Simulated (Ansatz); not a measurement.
# LaAsRuO: from the listed structure to its properties, part 3 of 3

This session takes LaAsRuO and sets out to find the equilibrium cell.

Ansatz 0.2.0; DFT PBE, scalar-relativistic, plane waves, PAW. Earlier steps stand in the parts before.

## (4) Relaxing cell and atoms

Contents of input.yaml:

```yaml
crystal:
  lattice:
    - [4.1501628653, 0.0, 0.0]
    - [0.0, 4.1501628653, 0.0]
    - [0.0, 0.0, 8.5516953981]
  atoms:
    - { symbol: La, position: [0.5, 0.0, 0.1395140754] }
    - { symbol: La, position: [0.0, 0.5, 0.8604859246] }
    - { symbol: As, position: [0.5, 0.0, 0.6504638803] }
    - { symbol: As, position: [0.0, 0.5, 0.3495361197] }
    - { symbol: Ru, position: [0.0, 0.0, 0.5] }
    - { symbol: Ru, position: [0.5, 0.5, 0.5] }
    - { symbol: O, position: [0.0, 0.0, 0.0] }
    - { symbol: O, position: [0.5, 0.5, 0.0] }
basis:
  ecutwfc: 420
kpoints:
  mp_grid: { grid: [8, 8, 4] }
hamiltonian:
  xc: pbe
scf:
  occupations: { method: gaussian, width: 0.1 }
output:
  forces: true
  stress: true
  eigenvalues: true
  write_density: true
  write_potential: true
  elf: true
  volumetric_format: npy
relax:
  adjacent_minimum: "off"
  f_tol: 0.005
  max_steps: 80
  cell: { stress_tol: 0.05 }
```

Command:

```bash
$ ansatz run input.yaml --threads 2 --pin off --max-ram 5120MiB --backend cpu --events-out ev --progress --plain --runs-dir out
```

Output:

```text
Warning: RAYON_NUM_THREADS=2 ignored (pool sized by the plan → 2); use --threads N
Engine: ansatz 0.2.0, x86_64-unknown-linux-gnu
Pseudopotentials: kind: paw
Pseudopotential: La, paw, valence charge 11, recommended cutoff 420 eV (normal), La.paw.azcp
Pseudopotential: As, paw, valence charge 15, recommended cutoff 420 eV (normal), As.paw.azcp
Pseudopotential: Ru, paw, valence charge 16, recommended cutoff 420 eV (normal), Ru.paw.azcp
Pseudopotential: O, paw, valence charge 6, recommended cutoff 420 eV (normal), O.paw.azcp
Functional definition: PBE
  parameter kappa = 0.804
  parameter beta = 0.06672455060314922
  exchange = pbe_x(kappa = kappa, mu = beta*pi^2/3)
  correlation = pbe_c(beta = beta)
Crystal: 8 atoms, lattice volume = 147.293 Å³
Basis set: ecut = 420 eV, 2837 PW (Γ), exchange–correlation on 60×60×120 points (8 copies of the dense FFT grid, shifted against one another)
Bands: 58, of which v1, the nominal top of the filled ones, is band 48 counted from 1 (47 counted from 0)
Symmetry: 16 space group operations
Space group: P4/nmm (ITA 129), of the structure as read, at distance tolerance 5.3e-5 Å
k-points: 45 of 256
Non-local potential: La, projectors of the file, l = 0: 3, l = 1: 2, l = 2: 2, l = 3: 3
Non-local potential: As, projectors of the file, l = 0: 2, l = 1: 2, l = 2: 3, l = 3: 1
Non-local potential: Ru, projectors of the file, l = 0: 3, l = 1: 2, l = 2: 2, l = 3: 1
Non-local potential: O, projectors of the file, l = 0: 2, l = 1: 2, l = 2: 1
PAW form: soft (Blöchl's): semilocal exchange-correlation on the pseudo side does not see the compensation charge
PAW one-centre angular grid: La, 590 points (default); XC on 64 Gauss nodes
PAW one-centre angular grid: As, 590 points (default); XC on 64 Gauss nodes
PAW one-centre angular grid: Ru, 590 points (default); XC on 64 Gauss nodes
PAW one-centre angular grid: O, 110 points (default); XC on 64 Gauss nodes
Initial density: superposition of atomic densities (neutral atoms: chi_scale 0, normalization atom), corrected by the library's trained network
Initial wavefunctions: pseudopotential atomic-orbital guess
Functional: x = pbe(κ = 0.804, μ = 0.2195149727645171), c = pbe(β = 0.06672455060314922)
SCF iter   1: F=—  HF=-35114.967886 eV  |F-HF|=—  |Δ(HF+E_count)|=         —  Δρ=3.65e-3  dr2=1.50e-2  ethr=1.77e-3  ⟨swp⟩=5.2  Hψ=8717  notcnv=0
preconditioner: auto → Kerker (q_TF=auto, 2.540 Å⁻¹)  [metal: Δε(μ)=0.083 eV  Ē_g=9.567 eV  σ=0.100 eV  W_gap=0.41  n_scr=38 (ndim 8)  ℏωp=22.9 eV  f_vac=0.000  D(μ)=2.36/eV (n_scr^D=16)]
SCF iter   2: F=—  HF=-35114.970615 eV  |F-HF|=—  |Δ(HF+E_count)|=   2.73e-3  Δρ=1.92e-3  dr2=4.73e-3  ethr=1.56e-5  ⟨swp⟩=2.2  Hψ=5016  notcnv=0
SCF iter   3: F=—  HF=-35114.970965 eV  |F-HF|=—  |Δ(HF+E_count)|=   3.50e-4  Δρ=4.76e-4  dr2=4.67e-4  ethr=4.93e-6  ⟨swp⟩=2.0  Hψ=3335  notcnv=0
SCF iter   4: F=—  HF=-35114.970910 eV  |F-HF|=—  |Δ(HF+E_count)|=   5.44e-5  Δρ=2.37e-4  dr2=1.70e-4  ethr=4.86e-7  ⟨swp⟩=2.0  Hψ=3790  notcnv=0
SCF iter   5: F=—  HF=-35114.970887 eV  |F-HF|=—  |Δ(HF+E_count)|=   2.30e-5  Δρ=9.60e-5  dr2=5.96e-5  ethr=1.77e-7  ⟨swp⟩=2.0  Hψ=3422  notcnv=0
SCF iter   6: F=—  HF=-35114.970870 eV  |F-HF|=—  |Δ(HF+E_count)|=   1.79e-5  Δρ=4.59e-5  dr2=1.66e-5  ethr=6.21e-8  ⟨swp⟩=2.0  Hψ=2591  notcnv=0
SCF iter   7: F=—  HF=-35114.970867 eV  |F-HF|=—  |Δ(HF+E_count)|=   2.87e-6  Δρ=2.11e-5  dr2=3.37e-6  ethr=1.73e-8  ⟨swp⟩=2.0  Hψ=3481  notcnv=0
SCF iter   8: F=—  HF=-35114.970866 eV  |F-HF|=—  |Δ(HF+E_count)|=   5.14e-7  Δρ=8.53e-6  dr2=2.03e-7  ethr=3.52e-9  ⟨swp⟩=2.1  Hψ=4226  notcnv=0
SCF iter   9: F=-35114.970866 eV  HF=-35114.970866 eV  |F-HF|=3.11e-8  |Δ(HF+E_count)|=   4.04e-8  Δρ=4.34e-6  dr2=4.62e-8  ethr=1.04e-10  ⟨swp⟩=15.1  Hψ=20454  notcnv=0
SCF 1 converged in 9 iterations: F = -35114.970866 eV  dr2 = 4.62e-8
  Residual-converged pass: ⟨swp⟩=1.0  Hψ=2790  notcnv=0  max |occ|·‖R‖ = 6.9e-9 eV (tolerance 1.0e-8 eV)  dr2=4.62e-8  dr2_onsite=3.75e-8  max |Δocc| = 6.0e-11
relax step   1: F+E_penalty+E_count = -35114.97086611 eV  Δ(F+E_penalty+E_count) = +0.000e0 eV  max|allowed force component| = 4.128e-2 eV/Å  Δτ_max = 0.0000 Å  P = -0.050 GPa  Ω = 147.293 Å³  (9 SCF iters, dr2 threshold 1.00e-7 eV, accepted)
Crystal: 8 atoms, lattice volume = 147.215 Å³
Basis set: ecut = 420 eV, 2845 PW (Γ), exchange–correlation on 60×60×120 points (8 copies of the dense FFT grid, shifted against one another)
Initial density: handed on by an earlier stage of this run
Initial wavefunctions: those handed on with the density
iter 1 solved again at ethr=3.92e-7 eV; its pass at ethr=3.10e-3 eV (dr2=3.76e-4 eV) is discarded
SCF iter   1: F=—  HF=-35114.971970 eV  |F-HF|=—  |Δ(HF+E_count)|=         —  Δρ=5.44e-4  dr2=3.64e-4  ethr=3.92e-7  ⟨swp⟩=3.0  Hψ=14237  notcnv=0
preconditioner: auto → Kerker (q_TF=auto, 2.541 Å⁻¹)  [metal: Δε(μ)=0.102 eV  Ē_g=9.575 eV  σ=0.100 eV  W_gap=0.49  n_scr=38 (ndim 8)  ℏωp=22.9 eV  f_vac=0.000  D(μ)=2.29/eV (n_scr^D=8)]
SCF iter   2: F=—  HF=-35114.971935 eV  |F-HF|=—  |Δ(HF+E_count)|=   3.41e-5  Δρ=3.05e-4  dr2=1.59e-4  ethr=3.80e-7  ⟨swp⟩=1.0  Hψ=2610  notcnv=0
SCF iter   3: F=—  HF=-35114.971892 eV  |F-HF|=—  |Δ(HF+E_count)|=   4.30e-5  Δρ=7.28e-5  dr2=2.88e-5  ethr=1.66e-7  ⟨swp⟩=2.0  Hψ=3608  notcnv=0
SCF iter   4: F=—  HF=-35114.971890 eV  |F-HF|=—  |Δ(HF+E_count)|=   2.41e-6  Δρ=4.74e-5  dr2=1.46e-5  ethr=3.00e-8  ⟨swp⟩=2.0  Hψ=4330  notcnv=0
SCF iter   5: F=—  HF=-35114.971888 eV  |F-HF|=—  |Δ(HF+E_count)|=   2.22e-6  Δρ=1.93e-5  dr2=3.89e-6  ethr=1.52e-8  ⟨swp⟩=2.4  Hψ=3898  notcnv=0
SCF iter   6: F=—  HF=-35114.971887 eV  |F-HF|=—  |Δ(HF+E_count)|=   7.25e-7  Δρ=9.21e-6  dr2=2.74e-7  ethr=4.05e-9  ⟨swp⟩=2.0  Hψ=3485  notcnv=0
SCF iter   7: F=-35114.971887 eV  HF=-35114.971887 eV  |F-HF|=2.83e-8  |Δ(HF+E_count)|=   2.00e-8  Δρ=4.36e-6  dr2=4.03e-8  ethr=1.81e-10  ⟨swp⟩=11.2  Hψ=20156  notcnv=0
SCF 2 converged in 7 iterations: F = -35114.971887 eV  dr2 = 4.03e-8
relax step   2: F+E_penalty+E_count = -35114.97188699 eV  Δ(F+E_penalty+E_count) = -1.021e-3 eV  max|allowed force component| = 3.773e-3 eV/Å  Δτ_max = 0.0041 Å  P = +0.095 GPa  Ω = 147.215 Å³  energy of the carried Pulay correction = +8.536e-5 eV  (7 SCF iters, dr2 threshold 1.74e-7 eV, accepted)
Crystal: 8 atoms, lattice volume = 147.430 Å³
iter 1 solved again at ethr=1.00e-7 eV; its pass at ethr=3.10e-3 eV (dr2=9.62e-5 eV) is discarded
SCF iter   1: F=—  HF=-35114.971764 eV  |F-HF|=—  |Δ(HF+E_count)|=         —  Δρ=2.16e-4  dr2=1.03e-4  ethr=1.00e-7  ⟨swp⟩=3.0  Hψ=13058  notcnv=0
preconditioner: auto → Kerker (q_TF=auto, 2.540 Å⁻¹)  [metal: Δε(μ)=0.104 eV  Ē_g=9.571 eV  σ=0.100 eV  W_gap=0.49  n_scr=38 (ndim 8)  ℏωp=22.9 eV  f_vac=0.000  D(μ)=2.29/eV (n_scr^D=8)]
SCF iter   2: F=—  HF=-35114.971752 eV  |F-HF|=—  |Δ(HF+E_count)|=   1.19e-5  Δρ=1.07e-4  dr2=2.51e-5  ethr=1.00e-7  ⟨swp⟩=2.0  Hψ=2811  notcnv=0
SCF iter   3: F=—  HF=-35114.971729 eV  |F-HF|=—  |Δ(HF+E_count)|=   2.38e-5  Δρ=3.22e-5  dr2=4.60e-6  ethr=2.61e-8  ⟨swp⟩=2.0  Hψ=3749  notcnv=0
SCF iter   4: F=—  HF=-35114.971728 eV  |F-HF|=—  |Δ(HF+E_count)|=   5.08e-7  Δρ=2.27e-5  dr2=1.54e-6  ethr=4.79e-9  ⟨swp⟩=2.0  Hψ=3519  notcnv=0
SCF iter   5: F=—  HF=-35114.971728 eV  |F-HF|=—  |Δ(HF+E_count)|=   2.25e-7  Δρ=7.83e-6  dr2=6.82e-7  ethr=1.60e-9  ⟨swp⟩=2.0  Hψ=3631  notcnv=0
SCF iter   6: F=—  HF=-35114.971728 eV  |F-HF|=—  |Δ(HF+E_count)|=   8.32e-8  Δρ=4.10e-6  dr2=1.24e-7  ethr=7.10e-10  ⟨swp⟩=2.0  Hψ=4383  notcnv=0
SCF iter   7: F=-35114.971728 eV  HF=-35114.971728 eV  |F-HF|=2.90e-8  |Δ(HF+E_count)|=   2.99e-8  Δρ=2.58e-6  dr2=3.53e-8  ethr=5.76e-11  ⟨swp⟩=9.8  Hψ=18115  notcnv=0
SCF 3 converged in 7 iterations: F = -35114.971728 eV  dr2 = 3.53e-8
relax step   3: F+E_penalty+E_count = -35114.97172776 eV  Δ(F+E_penalty+E_count) = +1.592e-4 eV  max|allowed force component| = 1.252e-2 eV/Å  Δτ_max = 0.0016 Å  P = -0.064 GPa  Ω = 147.430 Å³  energy of the carried Pulay correction = -1.489e-4 eV  (7 SCF iters, dr2 threshold 5.53e-8 eV, accepted)
[... 11 lines left out ...]
relax step   4: F+E_penalty+E_count = -35114.97193838 eV  Δ(F+E_penalty+E_count) = -2.106e-4 eV  max|allowed force component| = 2.399e-2 eV/Å  Δτ_max = 0.0029 Å  P = -0.003 GPa  Ω = 147.189 Å³  energy of the carried Pulay correction = +1.132e-4 eV  (7 SCF iters, dr2 threshold 1.22e-8 eV, rejected (line search))
[... 14 lines left out ...]
relax step   5: F+E_penalty+E_count = -35114.97191627 eV  Δ(F+E_penalty+E_count) = -1.885e-4 eV  max|allowed force component| = 1.151e-4 eV/Å  Δτ_max = 0.0012 Å  P = -0.001 GPa  Ω = 147.298 Å³  energy of the carried Pulay correction = -5.330e-6 eV  (10 SCF iters, accepted)
Initial wavefunctions: pseudopotential atomic-orbital guess (no wavefunctions were taken with the density)
iter 1 solved again at ethr=2.27e-7 eV; its pass at ethr=3.10e-3 eV (dr2=2.18e-4 eV) is discarded
SCF iter   1: F=—  HF=-35114.971959 eV  |F-HF|=—  |Δ(HF+E_count)|=         —  Δρ=3.27e-5  dr2=8.17e-8  ethr=2.27e-7  ⟨swp⟩=3.6  Hψ=16388  notcnv=0
eigensolver tolerance schedule: the retry pair's looser diagonalisation over-reported the residual by 2669.81 of it (diagonalisation noise at 0.24 of the residual, at the tolerance the schedule requests for it); recorded, not acted on — ethr = c·dr2/N_el stays at c = 1.0e-1
preconditioner: auto → Kerker (q_TF=auto, 2.540 Å⁻¹)  [metal: Δε(μ)=0.103 eV  Ē_g=9.572 eV  σ=0.100 eV  W_gap=0.49  n_scr=38 (ndim 8)  ℏωp=22.9 eV  f_vac=0.000  D(μ)=2.29/eV (n_scr^D=8)]
SCF iter   2: F=—  HF=-35114.971949 eV  |F-HF|=—  |Δ(HF+E_count)|=   1.06e-5  Δρ=1.68e-5  dr2=2.24e-8  ethr=8.51e-11  ⟨swp⟩=2.8  Hψ=5392  notcnv=0
SCF iter   3: F=—  HF=-35114.971952 eV  |F-HF|=—  |Δ(HF+E_count)|=   2.71e-6  Δρ=1.32e-6  dr2=1.91e-9  ethr=2.33e-11  ⟨swp⟩=2.0  Hψ=3838  notcnv=0
SCF iter   4: F=—  HF=-35114.971952 eV  |F-HF|=—  |Δ(HF+E_count)|=  4.29e-10  Δρ=3.44e-7  dr2=1.20e-10  ethr=1.99e-12  ⟨swp⟩=2.0  Hψ=4249  notcnv=0
iter 5 did not close the SCF: its close was put off for the readings that it lacked (scf_convergence_deferred on its scf_iter line)
SCF iter   5: F=-35114.971952 eV  HF=-35114.971952 eV  |F-HF|=2.18e-11  |Δ(HF+E_count)|=  1.31e-10  Δρ=9.36e-8  dr2=3.01e-11  ethr=1.00e-12  ⟨swp⟩=1.0  Hψ=2610  notcnv=0
iter 6 did not close the SCF: its close was put off for the readings that it lacked (scf_convergence_deferred on its scf_iter line)
SCF iter   6: F=-35114.971952 eV  HF=-35114.971952 eV  |F-HF|=1.46e-11  |Δ(HF+E_count)|=  7.28e-12  Δρ=3.81e-8  dr2=1.31e-11  ethr=1.00e-12  ⟨swp⟩=1.0  Hψ=2610  notcnv=0
iter 7 did not close the SCF: its close was put off for the readings that it lacked (scf_convergence_deferred on its scf_iter line)
SCF iter   7: F=-35114.971952 eV  HF=-35114.971952 eV  |F-HF|=7.28e-12  |Δ(HF+E_count)|=  7.28e-12  Δρ=2.70e-8  dr2=4.11e-12  ethr=1.00e-12  ⟨swp⟩=1.0  Hψ=2610  notcnv=0
iter 8 did not close the SCF: its close was put off for the readings that it lacked (scf_convergence_deferred on its scf_iter line)
SCF iter   8: F=-35114.971952 eV  HF=-35114.971952 eV  |F-HF|=0.00e0  |Δ(HF+E_count)|=    0.00e0  Δρ=1.87e-8  dr2=8.11e-13  ethr=1.00e-12  ⟨swp⟩=1.0  Hψ=2610  notcnv=0
SCF iter   9: F=-35114.971952 eV  HF=-35114.971952 eV  |F-HF|=7.28e-12  |Δ(HF+E_count)|=    0.00e0  Δρ=5.04e-9  dr2=5.22e-14  ethr=1.00e-12  ⟨swp⟩=5.2  Hψ=10594  notcnv=0
SCF 6 converged in 9 iterations: F = -35114.971952 eV  dr2 = 5.22e-14
relax step   6: F+E_penalty+E_count = -35114.97195156 eV  Δ(F+E_penalty+E_count) = -3.529e-5 eV  max|allowed force component| = 1.412e-4 eV/Å  Δτ_max = 0.0000 Å  P = -0.001 GPa  Ω = 147.298 Å³  stress off target by 4.72e-3 GPa  SCF on the basis re-selected at this cell (its energy is not comparable with the rows above)  (9 SCF iters)
basis re-selected at this cell: Δ(F+E_penalty+E_count) = -3.529e-5 eV, ΔP = +0.000 GPa vs the last step (what re-selecting the basis moved, of the pressure what is left beyond the Pulay correction that the steps carried, after the strain that the cell walked since its last selection, with what the two solves' SCF thresholds leave and, on support functions, any second-order correction that the steps lacked; it is no measure of the basis error at this ecutwfc). This SCF's stress stands 4.72e-3 GPa from its target on what of the cell is left free (relax.cell.stress_tol is 5.00e-2 GPa) and its largest allowed force component is 1.41e-4 eV/Å (relax.f_tol is 5.00e-3 eV/Å): within both
SCF converged after 9 iterations
Free energy (F): -35114.971952 eV
Harris-Foulkes:  -35114.971952 eV  (|F-HF|=7.28e-12)
Internal energy: -35114.960495 eV  (E = F + TS)
E sigma→0 (E₀):  -35114.966223 eV
Entropy (-TS):   -0.011456 eV (-1.432 meV/atom)
Fermi energy:    13.461797 eV
--- Per-component energies (eV) ---
  E_band       = -748.280711
  E_kinetic    = 1977.095132
  E_local      = -10383.328955  (includes V_loc(G=0)·N_el)
  E_nonlocal   = -360.002092
  E_hartree    = 4664.205414
  E_xc         = -968.596058
  E_vxc        = -1124.180004  (∫ρ·V_xc dr)
  E_paw        = -21746.594745  (= ΣΔE_a)
  E_vpaw       = -186.280121  (= ΣTr[D̂ρ^β])
  E_aug_tail   = 0.004492  (compensation charges beyond the density's cutoff)
  E_ewald      = -8297.743684
  E_smearing   = -0.011456  (= −TS)
  E_closure    = 0.000000  (closes the sum)
  Σ components = -35114.971952   (vs F -35114.971952, Δ=0.00e0)
--- Forces (eV/Å), atoms counted from 1 ---
  atom   1  La    -0.00000000     0.00000000    -0.00001145
  atom   2  La     0.00000000    -0.00000000     0.00001145
  atom   3  As    -0.00000000     0.00000000     0.00014122
  atom   4  As     0.00000000    -0.00000000    -0.00014122
  atom   5  Ru    -0.00000000    -0.00000000    -0.00000000
  atom   6  Ru     0.00000000     0.00000000     0.00000000
  atom   7  O     -0.00000000    -0.00000000    -0.00000000
  atom   8  O      0.00000000     0.00000000     0.00000000
  max |Σ_I F_I| component: 2.78e-17 eV/Å
--- Stress (GPa, compression-positive) ---
       -0.003353      -0.000000       0.000000
       -0.000000      -0.003353       0.000000
        0.000000       0.000000       0.004723
  P = ⅓ Tr σ = -0.0007 GPa (-0.007 kbar)
--- Band table (eV; the first three rows and the last of 45) ---
  k-point 0: bands = ["-58.6354", "-58.5940", "-28.8550", "-28.8550", "-28.6291", "-28.6291", "-28.5656", "-28.5129", "-21.9324", "-21.9240", "-21.9207", "-21.9193", "-21.9087", "-21.9087", "-21.9053", "-21.9053", "-21.8925", "-21.8910", "-18.6872", "-18.4845", "-5.6621", "-4.4999", "-2.5819", "-2.5819", "-2.1717", "-2.1096", "-2.1096", "-1.0405", "1.7135", "2.4797", "8.1599", "8.7021", "9.0153", "9.0996", "9.0996", "9.2407", "9.2407", "9.5531", "9.9306", "10.5313", "10.5313", "10.8677", "10.8677", "12.3667", "13.2096", "13.5724", "13.8080", "13.8080", "14.7465", "14.9211", "15.6970", "15.8816", "15.9821", "16.1221", "16.2497", "16.2497", "16.2783", "16.2783"]
  k-point 1: bands = ["-58.6354", "-58.5940", "-28.8550", "-28.8550", "-28.6291", "-28.6291", "-28.5656", "-28.5129", "-21.9324", "-21.9240", "-21.9207", "-21.9193", "-21.9087", "-21.9087", "-21.9053", "-21.9053", "-21.8925", "-21.8909", "-18.6871", "-18.4847", "-5.6613", "-4.4999", "-2.5823", "-2.5823", "-2.1875", "-2.1092", "-2.1092", "-1.0160", "1.6951", "2.4926", "8.0635", "8.7232", "8.9842", "8.9842", "9.0051", "9.4163", "9.4163", "9.6365", "9.9307", "10.3632", "10.3632", "10.9825", "10.9825", "12.4410", "13.2693", "13.5716", "13.8123", "13.8123", "14.5753", "14.9211", "15.4227", "15.9814", "16.0233", "16.1272", "16.1272", "16.3076", "16.3076", "16.3263"]
  k-point 2: bands = ["-58.6354", "-58.5940", "-28.8550", "-28.8550", "-28.6291", "-28.6291", "-28.5656", "-28.5129", "-21.9324", "-21.9240", "-21.9207", "-21.9194", "-21.9087", "-21.9087", "-21.9053", "-21.9053", "-21.8925", "-21.8910", "-18.6869", "-18.4848", "-5.6605", "-4.4999", "-2.5826", "-2.5826", "-2.2028", "-2.1088", "-2.1088", "-0.9919", "1.6769", "2.5050", "7.9815", "8.7346", "8.9250", "8.9250", "8.9949", "9.5563", "9.5563", "9.7150", "9.9307", "10.2141", "10.2141", "11.0575", "11.0575", "12.5208", "13.3356", "13.5706", "13.8174", "13.8174", "14.4330", "14.9211", "15.2277", "15.9806", "16.0369", "16.0369", "16.0828", "16.3379", "16.3717", "16.3717"]
  k-point 44: bands = ["-58.6144", "-58.6144", "-28.8856", "-28.8856", "-28.6066", "-28.6066", "-28.5364", "-28.5364", "-21.9265", "-21.9265", "-21.9195", "-21.9195", "-21.9142", "-21.9142", "-21.9110", "-21.9110", "-21.8922", "-21.8922", "-18.5071", "-18.5071", "-6.1022", "-6.1022", "-2.4630", "-2.4630", "-2.4141", "-2.4141", "-0.4652", "-0.4652", "2.6423", "2.6423", "8.1733", "8.1733", "8.9914", "8.9914", "10.1754", "10.1754", "10.2247", "10.2247", "10.5869", "10.5869", "11.1983", "11.1983", "11.2604", "11.2604", "11.6187", "11.6187", "12.7976", "12.7976", "13.0953", "13.0953", "15.1417", "15.1417", "16.0816", "16.0816", "16.1954", "16.1954", "16.2435", "16.2435"]
--- Relaxed structure (5 steps of the walk, 4 accepted, 1 SCFs on fresh bases) ---
  F+E_penalty+E_count = -35114.97195156 eV   max|allowed force component| = 1.412e-4 eV/Å   (the final SCF, on the basis selected at the relaxed cell)
  cell:  # Å, volume = 147.2980 Å³
    - [4.141419942527705, 1.5134850121200559e-34, -1.3242994488446938e-33]
    - [1.5134850121200559e-34, 4.141419942527705, -6.136708760080539e-34]
    - [-2.5728777638349564e-33, -1.2645109545421942e-33, 8.588125361517948]
  atoms:
    - { symbol: La, position: [0.5, -1.450191539838535e-35, 0.13948294904201564] }
    - { symbol: La, position: [2.7636117541560262e-33, 0.5, 0.8605170509579843] }
    - { symbol: As, position: [0.5, 1.8852490017900956e-35, 0.650856118183294] }
    - { symbol: As, position: [-2.7434903087505423e-33, 0.5, 0.3491438818167059] }
    - { symbol: Ru, position: [-3.056006778732495e-33, 1.8852490017900977e-35, 0.5] }
    - { symbol: Ru, position: [0.5, 0.5, 0.5] }
    - { symbol: O, position: [2.8056674252948626e-33, -2.3203064637416556e-35, -1.2678213173102707e-20] }
    - { symbol: O, position: [0.5, 0.5, -1.2678213173102168e-20] }
```

It took 2 min on 2 threads of Intel Xeon at 2.70GHz, shared host; peak memory 0.72 GiB.

Relaxation path:

```
step  energy from step 1 (eV/cell)  largest force component (eV/Å)  pressure (GPa)  volume (Å³)
   1                        0.0000                          0.0413           -0.05       147.29
   2                       -0.0010                          0.0038            0.09       147.21
   3                       -0.0009                          0.0125           -0.06       147.43
   4                       -0.0011                          0.0240            0.00       147.19
   5                       -0.0010                          0.0001            0.00       147.30
   6                       -0.0011                          0.0001            0.00       147.30
```

Step 1 is the start. Step 6 repeats the geometry before it on a plane-wave basis chosen anew for that cell, so its energy need not be comparable with the rows above. Step 4 was tried and not accepted.

|  | before | after | change |
| --- | --- | --- | --- |
| a (Å) | 4.150 | 4.141 | -0.2 % |
| b (Å) | 4.150 | 4.141 | -0.2 % |
| c (Å) | 8.552 | 8.588 | +0.4 % |
| volume (Å³/atom) | 18.41 | 18.41 | 0.0 % |
| shortest distance (Å) | 2.394 | 2.392 | -0.1 % |
| space group (0.01 Å) | P4/nmm | P4/nmm | same |

The run keeps the 16 symmetry operations of the start, so it could not have lowered the symmetry.

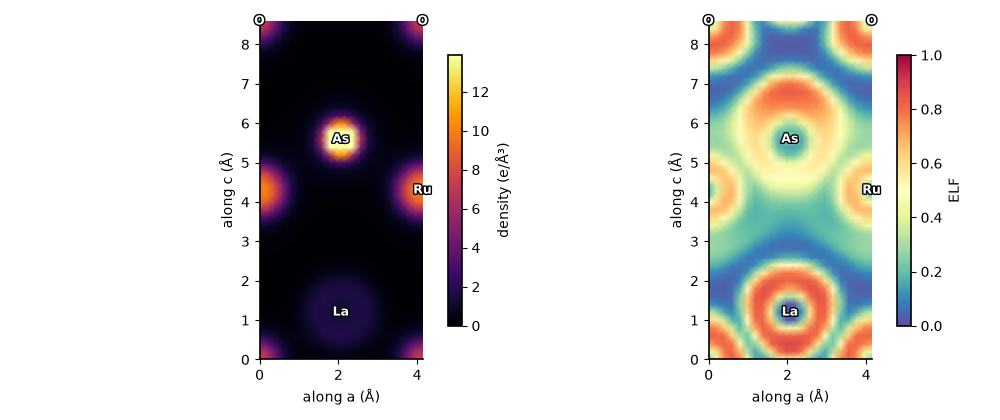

Density (left) and ELF (right) in a lattice plane of the grid's cell (edges 4.14 and 8.59 Å, at 0.000 of the third edge), which holds La and As and Ru and O. Only atoms in the plane are labelled; the density scale stops at 13.88 e/Å³. Both are smooth fields of the valence electrons: close to the nuclei they are not physical.

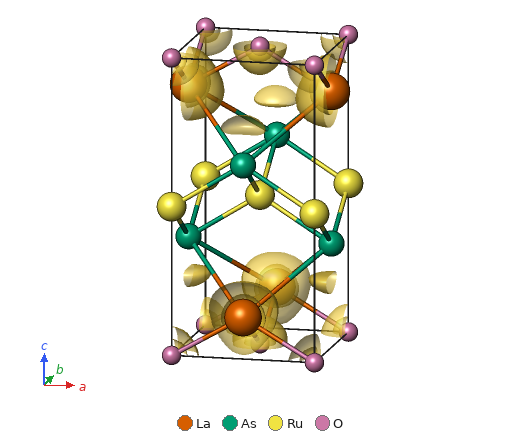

Surface of ELF = 0.77, drawn in one cell.

The highest ELF values outside the cores: 0.83 beside As, off the lines to its neighbours, 1.2 Å from As; 0.83 in the shell around O, 0.6 Å from O.

## (5) Summary of results

What follows sums up all 3 parts. Changes of volume or cell count from the first structure of part 1.

```
            quantity                                                                      value
        relaxed cell  a = 4.141 Å, b = 4.141 Å, c = 8.588 Å, α = 90.00°, β = 90.00°, γ = 90.00°
space group (0.01 Å)                                                           P4/nmm (No. 129)
              volume                                                              18.41 Å³/atom
```

**Reading.** The relaxed volume is 2.2 % larger than at the start. Spin-orbit coupling is left out for La. The final runs have no spin polarisation, so no magnetic state was tried and one may lie lower.
